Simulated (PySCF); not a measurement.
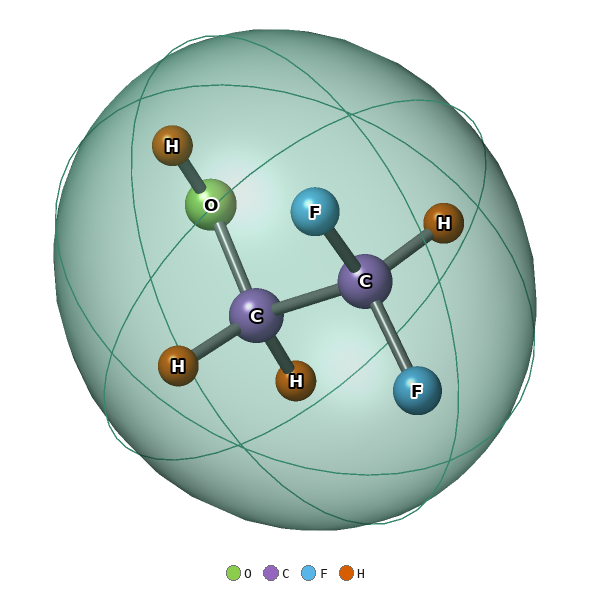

The ellipsoid shows the static dipole polarisability: its half-axes are proportional to the principal values. Computed geometry: GFN2-xTB optimisation. No frequency run is at hand to confirm it as a minimum. Computed with PBE0/def2-SVPD (PySCF 2.14.0).

> Give the principal values, the mean and the anisotropy.

Principal values 31.2, 33.1, 35.8 bohr³; mean 33.4 bohr³ (4.95 Å³); anisotropy 3.9 bohr³, so the longest axis is 1.14 times the shortest.
